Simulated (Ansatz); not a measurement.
# GaSb wire along [111], 26 atoms a period, H-terminated: bands by functional, part 2 of 2

Wanted: the relaxed geometry and the bands of the GaSb wire along [111], 26 atoms a period, H-terminated.

Ansatz 0.2.0; DFT PBE, plane waves, PAW; relaxation of a wire's period; PAW set soft_1 (the session's first sound run).

So far: Set-up; Relaxing the period.

## 2. Relaxing the period (continued)

Step by step:

| step | energy less that of the first step (eV) | largest force component (eV/Å) | pressure (GPa) | volume (Å³) |
| --- | --- | --- | --- | --- |
| 1 | 0.0000 | 0.9839 | -0.18 | 3479.90 |
| 2 | -2.2598 | 0.6653 | -0.06 | 3478.88 |
| 3 | -2.7124 | 0.1868 | -0.03 | 3460.79 |
| 4 | -2.8965 | 0.0813 | -0.04 | 3450.82 |
| 5 | -2.9414 | 0.1374 | -0.05 | 3442.35 |
| 6 | -2.9563 | 0.0439 | -0.01 | 3448.98 |
| 7 | -2.9609 | 0.0287 | 0.00 | 3450.33 |
| 8* | -2.9576 | 0.0287 | 0.00 | 3450.33 |

Relaxation steps marked * repeat the geometry before them on a plane-wave basis chosen anew for their cell, so energy and pressure can jump there.

Forces are held to the 2 operations that the run works with; a distortion that breaks them can't arise in this run.

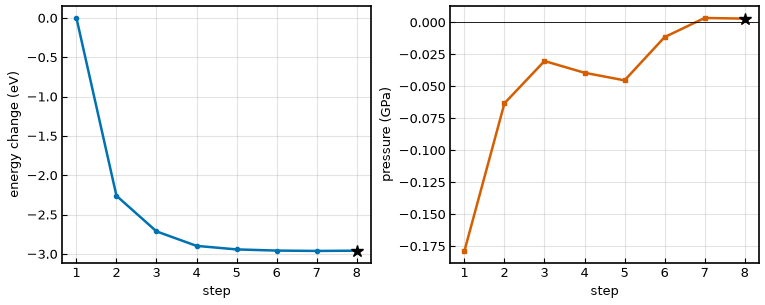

Energy and pressure along the relaxation. Stars mark steps on a basis chosen anew.

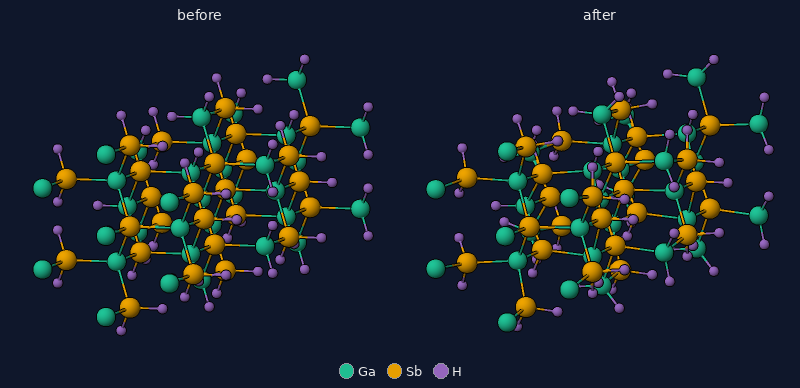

The structure before and after the relaxation, drawn at the same scale.

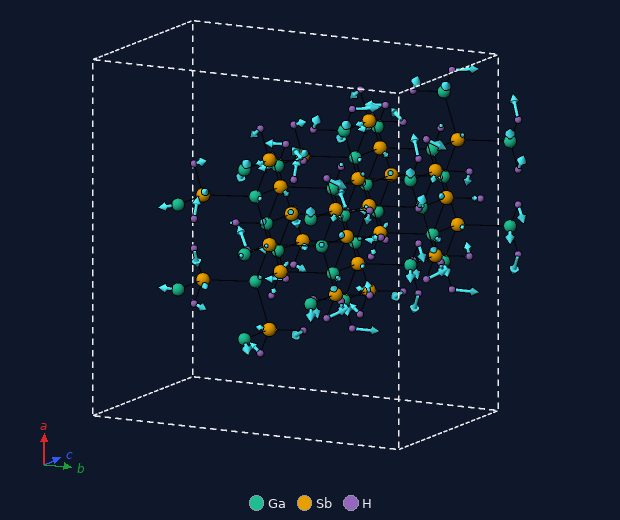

Displacements in the relaxation, exaggerated, measured against the changing cell; the longest in the cell stands for 0.58 Å. 1×1×2 cells are drawn. Some periodic images of atoms are drawn too.

| cell as run | before | after | change |
| --- | --- | --- | --- |
| c (Å) | 10.756 | 10.665 | -0.8 % |

The atoms that moved most (Å, along periodic axes as changes of fractional coordinates times the final cell, across vacuum about the mean position):

| atom | dx | dy | dz | length |
| --- | --- | --- | --- | --- |
| H49 | -0.452 | -0.311 | 0.199 | 0.584 |
| H46 | 0.452 | -0.311 | 0.199 | 0.584 |
| H45 | -0.494 | -0.236 | 0.196 | 0.582 |
| H51 | 0.494 | -0.236 | 0.196 | 0.582 |
| H53 | 0.043 | 0.544 | 0.196 | 0.580 |
| H42 | -0.043 | 0.544 | 0.196 | 0.580 |
| H21 | -0.214 | 0.386 | 0.182 | 0.477 |
| H15 | 0.214 | 0.386 | 0.182 | 0.477 |

Numbers from this step:

```
cell length along the wire : 10.66 Å
```

The cell's length comes to 10.665 Å with spin left out.

## 3. The wire at its relaxed period

This step: DFT PBE, plane waves, PAW; bands of a perfect wire; PAW set soft_1 (Ansatz 0.2.0).

At the relaxed period the bands are computed along the axis; those that cross an energy going forward count the channels that a perfect wire would open there.

The input, input.yaml:

```yaml
crystal:
  lattice:
    - [18.44, 0.0, 0.0]
    - [0.0, 17.545, 0.0]
    - [0.0, 0.0, 10.6646446568]
  atoms:
    - { symbol: Ga, position: [0.383494351, 0.261719894, 0.980784062] }
    - { symbol: Ga, position: [0.5, 0.495432857, 0.991594275] }
    - { symbol: Ga, position: [0.616505649, 0.261719894, 0.980784062] }
    - { symbol: Ga, position: [0.750795701, 0.506158564, 0.980749979] }
    - { symbol: Sb, position: [0.264786178, 0.486773911, 0.23668136] }
    - { symbol: Sb, position: [0.375174267, 0.285797933, 0.23662359] }
    - { symbol: Sb, position: [0.389567055, 0.713943415, 0.236642178] }
    - { symbol: Sb, position: [0.5, 0.495497145, 0.246691466] }
    - { symbol: Sb, position: [0.624825733, 0.285797933, 0.23662359] }
    - { symbol: Sb, position: [0.610432945, 0.713943415, 0.236642178] }
    - { symbol: Sb, position: [0.735213822, 0.486773911, 0.23668136] }
    - { symbol: H, position: [0.195391785, 0.435834873, 0.30326489] }
    - { symbol: H, position: [0.249553274, 0.567987828, 0.321280662] }
    - { symbol: H, position: [0.298532842, 0.248021125, 0.303178983] }
    - { symbol: H, position: [0.315054956, 0.687155995, 0.321270308] }
    - { symbol: H, position: [0.396804483, 0.80258115, 0.30318426] }
    - { symbol: H, position: [0.434500094, 0.231323629, 0.321192015] }
    - { symbol: H, position: [0.565499906, 0.231323629, 0.321192015] }
    - { symbol: H, position: [0.603195517, 0.80258115, 0.30318426] }
    - { symbol: H, position: [0.701467158, 0.248021125, 0.303178983] }
    - { symbol: H, position: [0.684945044, 0.687155995, 0.321270308] }
    - { symbol: H, position: [0.750446726, 0.567987828, 0.321280662] }
    - { symbol: H, position: [0.804608215, 0.435834873, 0.30326489] }
    - { symbol: Ga, position: [0.383433471, 0.424784997, 0.342109028] }
    - { symbol: Ga, position: [0.5, 0.636990488, 0.342053972] }
    - { symbol: Ga, position: [0.616566529, 0.424784997, 0.342109028] }
    - { symbol: Sb, position: [0.38871074, 0.427905904, 0.591318441] }
    - { symbol: Sb, position: [0.5, 0.630522621, 0.591281149] }
    - { symbol: Sb, position: [0.61128926, 0.427905904, 0.591318441] }
    - { symbol: H, position: [0.307848979, 0.611998263, 0.613108346] }
    - { symbol: H, position: [0.5, 0.262220349, 0.613100883] }
    - { symbol: H, position: [0.692151021, 0.611998263, 0.613108346] }
    - { symbol: H, position: [0.311310262, 0.380925239, 0.63542634] }
    - { symbol: H, position: [0.5, 0.724439277, 0.635497385] }
    - { symbol: H, position: [0.688689738, 0.380925239, 0.63542634] }
    - { symbol: Ga, position: [0.374318351, 0.571722492, 0.676788261] }
    - { symbol: Ga, position: [0.5, 0.342878637, 0.676736199] }
    - { symbol: Ga, position: [0.625681649, 0.571722492, 0.676788261] }
    - { symbol: Sb, position: [0.377945218, 0.569492346, 0.92563266] }
    - { symbol: Sb, position: [0.5, 0.347291518, 0.925593401] }
    - { symbol: Sb, position: [0.622054782, 0.569492346, 0.92563266] }
    - { symbol: H, position: [0.189554578, 0.568915957, 0.969407667] }
    - { symbol: H, position: [0.242289631, 0.421727807, 0.936731307] }
    - { symbol: H, position: [0.310465468, 0.297489979, 0.936449034] }
    - { symbol: H, position: [0.284159695, 0.74117339, 0.969453538] }
    - { symbol: H, position: [0.405447826, 0.176040564, 0.969688984] }
    - { symbol: H, position: [0.431823553, 0.766804999, 0.936528165] }
    - { symbol: H, position: [0.568176447, 0.766804999, 0.936528165] }
    - { symbol: H, position: [0.594552174, 0.176040564, 0.969688984] }
    - { symbol: H, position: [0.689534532, 0.297489979, 0.936449034] }
    - { symbol: H, position: [0.715840305, 0.74117339, 0.969453538] }
    - { symbol: H, position: [0.757710369, 0.421727807, 0.936731307] }
    - { symbol: H, position: [0.810445422, 0.568915957, 0.969407667] }
    - { symbol: Ga, position: [0.249204299, 0.506158564, 0.980749979] }
    - { symbol: Ga, position: [0.365726939, 0.718365495, 0.980744276] }
    - { symbol: Ga, position: [0.634273061, 0.718365495, 0.980744276] }
kpoints:
  mp_grid: { grid: [1, 1, 8] }
  band_path: { path: ["Γ", Z], npoints: 90 }
scf:
  occupations: { method: fermi_dirac, width: 0.05 }
hamiltonian:
  xc: pbe
  pseudopotentials: { kind: paw, azcp: { folder: soft_1 } }
output:
  dos: { e_range: [-5, 4] }
  write_potential: true
  write_density: true
  volumetric_format: npy
```

Run with:

```sh
$ ansatz run input.yaml --threads 4 --pin off --max-ram 16384MiB --backend cpu --events-out ev --progress --plain --runs-dir out
```

Numbers of over 12 decimals in the logs are rounded to 6 here.

Log:

```text
[...]
Crystal: 56 atoms, lattice volume = 3450.330 Å³
Basis set: ecut = 420 eV, 67477 PW (Γ)
Bands: 253, of which v1, the nominal top of the filled ones, is band 197 counted from 1 (196 counted from 0)
Symmetry: 2 space group operations
[...]
k-points: 5 of 8 (time reversal used)
[...]
SCF iter   1: F=—  HF=-133955.833156 eV  |F-HF|=—  |Δ(HF+E_count)|=         —  Δρ=2.95e-2  dr2=2.88e1  ethr=3.10e-3  ⟨swp⟩=7.0  Hψ=5752  notcnv=0  defer=49
[...]
SCF iter  11: F=-133947.190366 eV  HF=-133947.190366 eV  |F-HF|=2.26e-8  |Δ(HF+E_count)|=   3.63e-7  Δρ=8.60e-7  dr2=6.82e-8  ethr=2.54e-11  ⟨swp⟩=16.4  Hψ=6739  notcnv=0
SCF 1 converged in 11 iterations: F = -133947.190366 eV  dr2 = 6.82e-8
[...]
NSCF: frozen V_eff on 91 k-points
WARN: pass on a band path, mesh or list of k-points: the 91 k-points are solved 3 at a time at the most, because the 14.40 GiB of host memory that the pass is priced against does not hold them all with the solver's workspace as planned. The pass can take longer, above all where fewer k-points are solved at a time than the run has threads. As a rule a larger memory budget leaves room for more at once. The budget is what a run with no `--max-ram-frac` typed is planned for, 0.8 of the host's memory or its container's limit. More memory there lifts it, and so does a share over 0.88 that is typed (of such a share the budget is ten elevenths): [rest of the remark cut]
WARN: The output density's exchange-correlation potential varies sharply where the density is thin. Do not read a vacuum level from v_tot or v_xc, or from such a field of the output density. On a cell that repeats whose density bears no net charge and no dipole along the vacuum's axis use v_es (v_loc + v_h of the components); under efield.dipole_correction with no amplitude use v_es + v_field, which holds any externa [...]
SCF converged after 11 iterations
Free energy (F): -133947.190366 eV
[...]
Internal energy: -133947.190366 eV  (E = F + TS)
E sigma→0 (E₀):  -133947.190366 eV
Fermi energy:    -1.464504 eV
[...]
--- Band table (eV; the first three rows and the last of 5) ---
  k-point 0: bands = [... 193 lower, -2.9798, -2.9609, -2.9608, -2.4945, -0.4122, -0.1233, 0.1458, 0.1459, ... 52 higher]
  k-point 1: bands = [... 193 lower, -2.9769, -2.9534, -2.9533, -2.5686, -0.3732, -0.1129, 0.0733, 0.0737, ... 52 higher]
  k-point 2: bands = [... 193 lower, -2.9716, -2.9419, -2.9417, -2.7725, -0.2724, -0.0944, -0.0862, -0.0853, ... 52 higher]
  k-point 4: bands = [... 193 lower, -3.0067, -2.9664, -2.9615, -2.9610, -0.2746, -0.2735, -0.0856, -0.0710, ... 52 higher]
```

Elapsed: 63 min, on 4 threads of Arm Neoverse V1, shared host; peak memory 12 GiB; 4.1 h of CPU time.

In the SCF lines HF is the Harris–Foulkes energy and dr2 the Hartree energy of the density residual, in eV; the loop may stop once dr2 is under the threshold and the program's other checks hold. Hψ counts applications of the Hamiltonian.

This step gave:

| Item | Value |
| --- | --- |
| band gap | 2.082 eV |

The electronic bands at the labelled points (eV, zero at the Fermi level; v1 is the highest filled band, c1 the lowest empty one):

```
point     v4     v3     v2     v1    c1    c2    c3    c4
    Γ  -1.52  -1.50  -1.50  -1.03  1.05  1.34  1.61  1.61
    Z  -1.54  -1.50  -1.50  -1.50  1.19  1.19  1.38  1.39
```

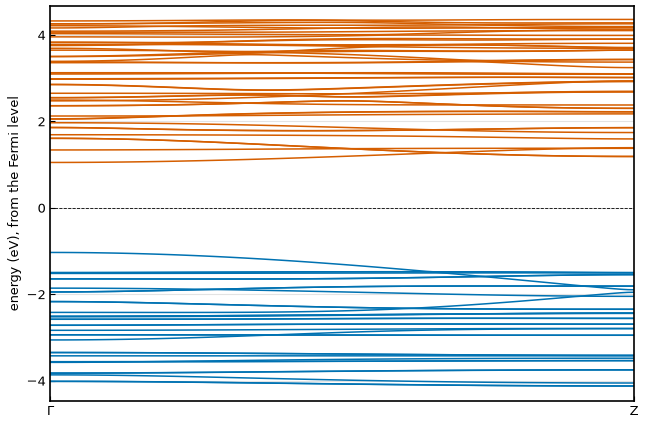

Electronic bands along the path; lines of filled and empty bands in two colours.

The gap is 2.08 eV, with spin left out.

On this path the gap is direct, 2.08 eV, with the valence top at Γ and the conduction bottom at Γ.

## 4. Another level of theory, cutoff 500 eV, k-mesh 1×1×6

This step: DFT r2SCAN, plane waves, PAW; bands of a perfect wire at the PBE geometry; PAW set soft_1 (Ansatz 0.2.0).

The atoms stay at the PBE geometry and the functional changes. r2SCAN also reads the kinetic-energy density; it often gives larger moments and wider gaps than PBE, at a higher cost. Against the first PBE run of this kind, the cutoff is 500 eV against 420 and the mesh along the wire has 6 points against 8.

input.yaml: that of step 3 with these lines changed.

```diff
@@ -63,3 +63,3 @@
 kpoints:
-  mp_grid: { grid: [1, 1, 8] }
+  mp_grid: { grid: [1, 1, 6] }
   band_path: { path: ["Γ", Z], npoints: 90 }
@@ -68,8 +68,3 @@
 hamiltonian:
-  xc: pbe
+  xc: r2scan
   pseudopotentials: { kind: paw, azcp: { folder: soft_1 } }
-output:
-  dos: { e_range: [-5, 4] }
-  write_potential: true
-  write_density: true
-  volumetric_format: npy
```

Log:

```text
[...]
Crystal: 56 atoms, lattice volume = 3450.330 Å³
Basis set: ecut = 500 eV, 87667 PW (Γ), exchange–correlation on 540×512×320 points (64 copies of the dense FFT grid, shifted against one another)
Bands: 253, of which v1, the nominal top of the filled ones, is band 197 counted from 1 (196 counted from 0)
Symmetry: 2 space group operations
[...]
k-points: 4 of 6 (time reversal used)
[...]
SCF iter   1: F=—  HF=-134239.814465 eV  |F-HF|=—  |Δ(HF+E_count)|=         —  Δρ=2.90e-2  dr2=2.66e1  dr2_τ=2.11e-1  ethr=3.10e-3  ⟨swp⟩=7.0  Hψ=4309  notcnv=0  defer=50
[...]
SCF iter  11: F=-134234.600878 eV  HF=-134234.600878 eV  |F-HF|=2.33e-9  |Δ(HF+E_count)|=   2.41e-7  Δρ=7.22e-7  dr2=5.19e-8  dr2_τ=5.72e-10  ethr=2.54e-11  ⟨swp⟩=17.2  Hψ=5687  notcnv=0
SCF 1 converged in 11 iterations: F = -134234.600878 eV  dr2 = 5.19e-8
[...]
SCF converged after 11 iterations
Free energy (F): -134234.600878 eV
[...]
Internal energy: -134234.600878 eV  (E = F + TS)
E sigma→0 (E₀):  -134234.600878 eV
Fermi energy:    -1.495608 eV
[...]
--- Band table (eV) ---
  k-point 0: bands = [... 193 lower, -3.1979, -3.1732, -3.1730, -2.6809, -0.2874, 0.0195, 0.2526, 0.2534, ... 52 higher]
  k-point 1: bands = [... 193 lower, -3.1940, -3.1602, -3.1600, -2.8142, -0.2249, 0.0369, 0.1362, 0.1363, ... 52 higher]
  k-point 2: bands = [... 193 lower, -3.1881, -3.1627, -3.1529, -3.1527, -0.0837, -0.0660, -0.0657, 0.0553, ... 52 higher]
  k-point 3: bands = [... 193 lower, -3.2248, -3.1860, -3.1747, -3.1740, -0.1538, -0.1534, 0.0099, 0.0577, ... 52 higher]
```

Elapsed: 1.6 h, on 4 threads; peak memory 13 GiB.

This step gave:

```yaml
band_gap: 2.394 eV
```

Electronic bands along the path, in eV, zero at the Fermi level; v1 is the highest filled band, c1 the lowest empty one:

```
point     v4     v3     v2     v1    c1    c2    c3    c4
    Γ  -1.70  -1.68  -1.68  -1.19  1.21  1.52  1.75  1.75
    Z  -1.73  -1.69  -1.68  -1.68  1.34  1.34  1.51  1.55
```

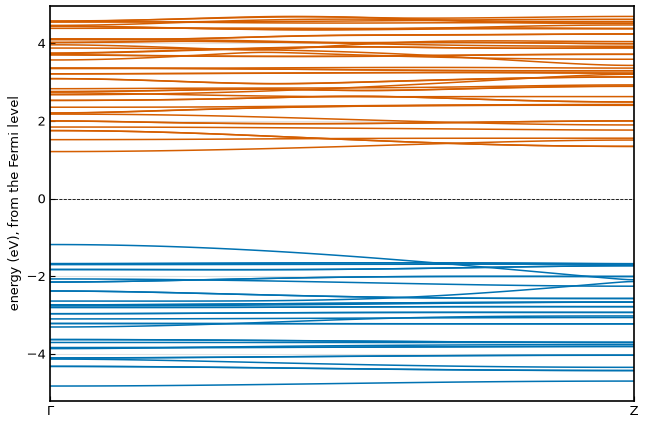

Electronic bands along the path; lines of filled and empty bands in two colours.

The gap is 2.39 eV, against 2.08 eV under PBE at the relaxed period.

## 5. Outcome

```json
{
  "cell length, PBE": "10.66 Å",
  "gap, PBE": "2.08 eV",
  "gap, r2SCAN": "2.39 eV"
}
```

In words: Under PBE the cell's length is 10.66 Å, and a gap of 2.08 eV makes it a semiconductor. At the relaxed period the wire is gapped under every functional, from 2.08 eV (PBE) to 2.39 eV (r2SCAN). Weak screening in one dimension makes quasiparticle gaps larger than the semilocal gaps, as a rule. Plain hydrogen on a compound's surface is a simple closure: it may leave surface states, and facets that end in unlike atoms put a field across the wire, both of which shrink the gap. Spin-orbit coupling is left out, which matters for the bands of heavy atoms.

[Logs are printed without paths, hosts, clocks, repeated set-up lines and the standing remarks that a program may print on its own settings, such as how far it seeks lower states.]

[Hosts, paths, dates, database ids (printed as entryN), source tags and the programs' standing remarks are cut or masked in the printed files.]
